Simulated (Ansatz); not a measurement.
# Cl₃HSSi: single points with varied inputs, part 1 of 2

Aim: run Cl₃HSSi under a spread of inputs, and see what each costs and gives.

Method: the settings change from run to run; program: Ansatz 0.2.0, Gaussian basis.

## (1) The molecule

The geometry comes from an earlier relaxation with PBE0-D4 in a triple-zeta def2 set; it is a stationary point.

SMILES `S[Si](Cl)(Cl)Cl`, 6 atoms, charge 0, spin multiplicity 1.

Atoms are counted from 1 here; the program's logs count them from 0.

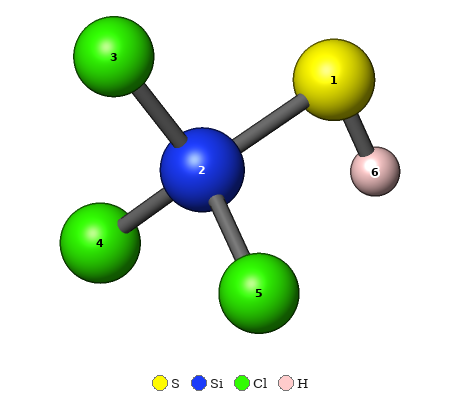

The geometry (sulfur yellow, silicon blue, chlorine green, hydrogen pink); atoms are numbered from 1 in the order of the file.

## (2) B2PLYP/6-31G*

This run has multiplicity 3, atoms shaken by 0.15 Å, relativity set to none.

in.yaml

```yaml
crystal:
  periodic: [false, false, false]
  atoms:
    - {symbol: S, position_ang: [-0.794972, 0.438375, 1.459729]}
    - {symbol: Si, position_ang: [0.412043, -0.112949, 0.024319]}
    - {symbol: Cl, position_ang: [1.644765, -1.524126, 0.817679]}
    - {symbol: Cl, position_ang: [-0.904696, -1.545004, -1.710421]}
    - {symbol: Cl, position_ang: [1.494610, 1.038401, -1.232639]}
    - {symbol: H, position_ang: [-1.604511, 1.273596, 0.279969]}
basis:
  gaussian: {orbitals: "6-31G*"}
magnetization: {spin_polarized: true, initial_magnetization: 2}
hamiltonian: {xc: {name: B2PLYP}, pseudopotentials: {relativity: none}}
```

Run with:

```console
ansatz run in.yaml --threads 4 --pin off --events-out ev --progress --plain --max-ram 10444MiB
```

What it wrote:

```text
Functional definition: B2PLYP
  name "B2PLYP"
  cite "Grimme, J. Chem. Phys. 124, 034108 (2006) doi:10.1063/1.2148954"
  cite "Becke, Phys. Rev. A 38, 3098 (1988) doi:10.1103/PhysRevA.38.3098"
  cite "Lee, Yang & Parr, Phys. Rev. B 37, 785 (1988) doi:10.1103/PhysRevB.37.785"
  parameter a = 0.53
  parameter c = 0.27
  exchange = (1 - a)*b88_x + a*exact_x
  correlation = (1 - c)*lyp_c + c*(mp2_os + mp2_ss)
857 factors; integrals over basis functions are off by at most 5.6e-4 eV
mean field evaluation 1: about -56264.2659 eV, gradient 1.8e1 eV
mean field evaluation 2: about -56264.3273 eV, gradient 1.8e1 eV
mean field evaluation 4: about -56267.5262 eV, gradient 4.4e0 eV
mean field evaluation 8: about -56268.1359 eV, gradient 1.5e0 eV
mean field evaluation 16: about -56268.3600 eV, gradient 2.8e-1 eV
mean field evaluation 32: about -56268.3814 eV, gradient 3.1e-2 eV
mean field evaluation 64: about -56268.3729 eV, gradient 1.3e0 eV
mean field evaluation 96: about -56266.4281 eV, gradient 2.8e0 eV
mean field -56268.38669098 eV, -2067.8250708113 hartree, gradient 1.8e-6 eV, S^2 2.007173; 6 other end points of the search recorded, 0 dependent functions left out
25 core orbitals not correlated: weight in the atoms' cores, before any rotation towards them, 1.000 or more for the frozen orbitals, at most 0.000 for the correlated occupied ones
reference -56268.38686175 eV, -2067.8250770869 hartree; 17, 15 occupied and 55, 57 virtual orbitals, 857 factors
second order -19.03113116 eV of doubles, -0.00000000 eV of singles
Total energy: -56273.52526716 eV, -2068.0139100029 hartree
```

Wall time 13 s (4 threads of Arm Neoverse V1, shared host); peak memory 0.47 GiB.

⟨S²⟩ 2.007.

## (3) RPA/cc-pVDZ

This run has charge -1, multiplicity 2.

in.yaml

```yaml
crystal:
  periodic: [false, false, false]
  atoms:
    - {symbol: S, position_ang: [-0.940080, 0.592992, 1.339950]}
    - {symbol: Si, position_ang: [0.330725, -0.258058, -0.106204]}
    - {symbol: Cl, position_ang: [1.642323, -1.420191, 0.913449]}
    - {symbol: Cl, position_ang: [-0.685377, -1.396016, -1.449744]}
    - {symbol: Cl, position_ang: [1.347285, 1.150594, -1.162045]}
    - {symbol: H, position_ang: [-1.652774, 1.266778, 0.418494]}
basis:
  gaussian: {orbitals: cc-pVDZ}
total_charge: -1
magnetization: {spin_polarized: true, initial_magnetization: 1}
hamiltonian: {xc: {name: HF}}
correlation: {method: rpa}
```

Launched as before.

What it wrote:

```text
Functional definition: HF
  name "HF"
  cite "Fock, Z. Phys. 61, 126 (1930) doi:10.1007/BF01340294"
  parent pbe
  exchange = exact_x
  correlation = 0
1006 factors; integrals over basis functions are off by at most 6.7e-4 eV
mean field evaluation 1: about -56207.3400 eV, gradient 1.5e1 eV
mean field evaluation 2: about -56207.3514 eV, gradient 1.5e1 eV
mean field evaluation 4: about -56208.8947 eV, gradient 1.5e0 eV
mean field evaluation 8: about -56208.9933 eV, gradient 4.1e-1 eV
mean field evaluation 16: about -56209.0498 eV, gradient 2.7e-6 eV
mean field evaluation 32: about -56208.8666 eV, gradient 2.5e0 eV
mean field evaluation 64: about -56209.0169 eV, gradient 3.0e-1 eV
mean field -56209.04984690 eV, -2065.6444820112 hartree, gradient 2.7e-6 eV, S^2 0.764618; 10 other end points of the search recorded, 0 dependent functions left out
25 core orbitals not correlated: weight in the atoms' cores, before any rotation towards them, 1.000 or more for the frozen orbitals, at most 0.000 for the correlated occupied ones
reference -56209.04984690 eV, -2065.6444820112 hartree; 17, 16 occupied and 53, 54 virtual orbitals, 1006 factors
Total energy: -56228.29264066 eV, -2066.3516416386 hartree
```

Wall time 5.5 s (4 threads of Arm Neoverse V1, shared host); peak memory 0.32 GiB.

⟨S²⟩ 0.765.

## (4) B3LYP5/STO-3G

This run has a grid of angular degree 11, finite nuclei.

Changes to in.yaml since step 3:

```diff
@@ -10,6 +10,4 @@
 basis:
-  gaussian: {orbitals: cc-pVDZ}
-total_charge: -1
-magnetization: {spin_polarized: true, initial_magnetization: 1}
-hamiltonian: {xc: {name: HF}}
-correlation: {method: rpa}
+  gaussian: {orbitals: STO-3G, final_grid: {core_spheres: 5, valence_spheres: 4, degree: 11}, nuclear_model: gaussian}
+hamiltonian: {xc: {name: B3LYP5}}
+output: {forces: true}
```

The command is unchanged.

What it wrote:

```text
Functional definition: B3LYP5
  name "B3LYP5"
  cite "Stephens, Devlin, Chabalowski & Frisch, J. Phys. Chem. 98, 11623 (1994) doi:10.1021/j100096a001"
  cite "Becke, Phys. Rev. A 38, 3098 (1988) doi:10.1103/PhysRevA.38.3098"
  cite "Lee, Yang & Parr, Phys. Rev. B 37, 785 (1988) doi:10.1103/PhysRevB.37.785"
  cite "Vosko, Wilk & Nusair, Can. J. Phys. 58, 1200 (1980) doi:10.1139/p80-159"
  parameter a0 = 0.2
  parameter ax = 0.72
  parameter ac = 0.81
  exchange = (1 - a0 - ax)*slater_x + ax*b88_x + a0*exact_x
  correlation = (1 - ac)*vwn5_c + ac*lyp_c
503 factors; integrals over basis functions are off by at most 1.4e-5 eV
mean field evaluation 1: about -55666.9986 eV, gradient 3.4e1 eV
mean field evaluation 2: about -55666.5455 eV, gradient 3.8e1 eV
mean field evaluation 4: about -55672.0024 eV, gradient 7.6e-1 eV
mean field evaluation 8: about -55671.9987 eV, gradient 9.9e-4 eV
mean field -55671.99872824 eV, -2045.9082174268 hartree, gradient 2.0e-5 eV, S^2 0.000000; 0 other end points of the search recorded, 0 dependent functions left out
the calculation of the forces begins
reference -55671.99903311 eV, -2045.9082286304 hartree; 41, 41 occupied and 5, 5 virtual orbitals, 503 factors
Total energy: -55671.99903311 eV, -2045.9082286304 hartree
Atom 0 at    -0.940080     0.592992     1.339950 Å, force    -0.077545    -0.023942     0.757834 eV/Å
Atom 1 at     0.330725    -0.258058    -0.106204 Å, force    -1.007120     0.671685     1.165330 eV/Å
Atom 2 at     1.642323    -1.420191     0.913449 Å, force     1.355349    -1.180965     0.877190 eV/Å
Atom 3 at    -0.685377    -1.396016    -1.449744 Å, force    -0.949721    -1.137620    -1.338339 eV/Å
Atom 4 at     1.347285     1.150594    -1.162045 Å, force     1.030515     1.343988    -1.057947 eV/Å
Atom 5 at    -1.652774     1.266778     0.418494 Å, force    -0.351480     0.326855    -0.404068 eV/Å
Dipole moment:    -0.390066     0.288959     0.199140 e Å
```

It took 0.35 s on 4 threads of Arm Neoverse V1, shared host.

Largest force 2.000 eV/Å, dipole 2.52 D.

## (5) LC-wPBE/aug-pcseg-2

This run has atoms shaken by 0.08 Å, a point charge of 1.00 e beside it.

in.yaml

```yaml
crystal:
  periodic: [false, false, false]
  atoms:
    - {symbol: S, position_ang: [-0.935541, 0.440228, 1.383595]}
    - {symbol: Si, position_ang: [0.372736, -0.339510, -0.283228]}
    - {symbol: Cl, position_ang: [1.546829, -1.432825, 1.046098]}
    - {symbol: Cl, position_ang: [-0.814715, -1.521350, -1.450004]}
    - {symbol: Cl, position_ang: [1.262806, 1.130365, -0.980817]}
    - {symbol: H, position_ang: [-1.663435, 1.243878, 0.351944]}
basis:
  gaussian: {orbitals: aug-pcseg-2, point_charges: [{charge: 1.00, position_ang: [4.823, -0.806, -0.507]}]}
hamiltonian: {xc: {name: LC-wPBE}}
output: {forces: true}
```

Same command.

What it wrote:

```text
Functional definition: LC-wPBE
  name "LC-wPBE"
  cite "Vydrov & Scuseria, J. Chem. Phys. 125, 234109 (2006) doi:10.1063/1.2409292"
  cite "Heyd & Scuseria, J. Chem. Phys. 120, 7274 (2004) doi:10.1063/1.1668634"
  cite "Ernzerhof & Perdew, J. Chem. Phys. 109, 3313 (1998) doi:10.1063/1.476928"
  cite "Perdew, Burke & Ernzerhof, Phys. Rev. Lett. 77, 3865 (1996) doi:10.1103/PhysRevLett.77.3865"
  parent pbe
  parameter omega = 0.4/bohr
  exchange = pbe_x_sr(omega) + exact_x_lr(omega)
  correlation = pbe_c
1682 factors; their error is unknown
609 factors; integrals over basis functions are off by at most 4.0e-5 eV
mean field evaluation 1: about -56287.2474 eV, gradient 2.2e1 eV
mean field evaluation 2: about -56288.0376 eV, gradient 1.8e1 eV
mean field evaluation 4: about -56288.7607 eV, gradient 8.6e-1 eV
mean field evaluation 8: about -56288.7350 eV, gradient 1.5e-1 eV
mean field evaluation 16: about -56288.7351 eV, gradient 5.4e-5 eV
mean field -56288.73505568 eV, -2068.5728594213 hartree, gradient 5.4e-5 eV, S^2 0.000000; 0 other end points of the search recorded, 0 dependent functions left out
the calculation of the forces begins
reference -56288.73505569 eV, -2068.5728594217 hartree; 41, 41 occupied and 232, 232 virtual orbitals, 1682 factors
Total energy: -56288.73505569 eV, -2068.5728594217 hartree
Atom 0 at    -0.935541     0.440228     1.383595 Å, force    -0.512105     1.090835    -3.888685 eV/Å
Atom 1 at     0.372736    -0.339510    -0.283228 Å, force    -4.705912    -3.262320     4.967998 eV/Å
Atom 2 at     1.546829    -1.432825     1.046098 Å, force     0.590967    -0.110303    -1.057273 eV/Å
Atom 3 at    -0.814715    -1.521350    -1.450004 Å, force     1.072951     0.530913     0.081255 eV/Å
Atom 4 at     1.262806     1.130365    -0.980817 Å, force     2.570631     3.270142    -2.454078 eV/Å
Atom 5 at    -1.663435     1.243878     0.351944 Å, force     1.217610    -1.470720     2.206807 eV/Å
Dipole moment:    -0.471729     0.282751    -0.354308 e Å
```

Wall time 6.5 s (4 threads of Arm Neoverse V1, shared host); peak memory 0.82 GiB.

Largest force 7.581 eV/Å, dipole 3.14 D.

## (6) B2PLYP/6-31G*

Set apart from the defaults: a point charge of -1.00 e beside it.

in.yaml

```yaml
crystal:
  periodic: [false, false, false]
  atoms:
    - {symbol: S, position_ang: [-0.940080, 0.592992, 1.339950]}
    - {symbol: Si, position_ang: [0.330725, -0.258058, -0.106204]}
    - {symbol: Cl, position_ang: [1.642323, -1.420191, 0.913449]}
    - {symbol: Cl, position_ang: [-0.685377, -1.396016, -1.449744]}
    - {symbol: Cl, position_ang: [1.347285, 1.150594, -1.162045]}
    - {symbol: H, position_ang: [-1.652774, 1.266778, 0.418494]}
basis:
  gaussian: {orbitals: "6-31G*", point_charges: [{charge: -1.00, position_ang: [5.483, 0.133, -0.482]}]}
hamiltonian: {xc: {name: B2PLYP}}
output: {forces: true}
```

Launched as before.

What it wrote:

```text
Functional definition: B2PLYP
  name "B2PLYP"
  cite "Grimme, J. Chem. Phys. 124, 034108 (2006) doi:10.1063/1.2148954"
  cite "Becke, Phys. Rev. A 38, 3098 (1988) doi:10.1103/PhysRevA.38.3098"
  cite "Lee, Yang & Parr, Phys. Rev. B 37, 785 (1988) doi:10.1103/PhysRevB.37.785"
  parameter a = 0.53
  parameter c = 0.27
  exchange = (1 - a)*b88_x + a*exact_x
  correlation = (1 - c)*lyp_c + c*(mp2_os + mp2_ss)
855 factors; integrals over basis functions are off by at most 5.9e-4 eV
mean field evaluation 1: about -56273.5924 eV, gradient 2.0e1 eV
mean field evaluation 2: about -56273.6463 eV, gradient 2.0e1 eV
mean field evaluation 4: about -56274.8483 eV, gradient 1.8e0 eV
mean field evaluation 8: about -56274.8597 eV, gradient 3.8e-2 eV
mean field evaluation 16: about -56274.8597 eV, gradient 3.7e-6 eV
mean field -56274.85969919 eV, -2068.0629494754 hartree, gradient 3.6e-6 eV, S^2 0.000000; 0 other end points of the search recorded, 0 dependent functions left out
25 core orbitals not correlated: weight in the atoms' cores, before any rotation towards them, 1.000 or more for the frozen orbitals, at most 0.000 for the correlated occupied ones
reference -56274.85986052 eV, -2068.0629554041 hartree; 16, 16 occupied and 56, 56 virtual orbitals, 855 factors
second order -19.54271832 eV of doubles, -0.00000000 eV of singles
the calculation of the forces begins
Total energy: -56280.13639447 eV, -2068.2568644501 hartree
Atom 0 at    -0.940080     0.592992     1.339950 Å, force    -0.361358     0.155544     0.165803 eV/Å
Atom 1 at     0.330725    -0.258058    -0.106204 Å, force     1.040974     0.087567     0.104235 eV/Å
Atom 2 at     1.642323    -1.420191     0.913449 Å, force    -0.025855    -0.110893     0.079986 eV/Å
Atom 3 at    -0.685377    -1.396016    -1.449744 Å, force    -0.428922    -0.331323    -0.366853 eV/Å
Atom 4 at     1.347285     1.150594    -1.162045 Å, force    -0.087533     0.103873    -0.053886 eV/Å
Atom 5 at    -1.652774     1.266778     0.418494 Å, force    -0.104466     0.094542     0.069964 eV/Å
Dipole moment:     0.086318     0.189543    -0.061398 e Å
```

Run time: 3.7 s. Hardware: 4 threads of Arm Neoverse V1, shared host.

Largest force 1.050 eV/Å, dipole 1.04 D.

(Continued in part 2 of 2.)
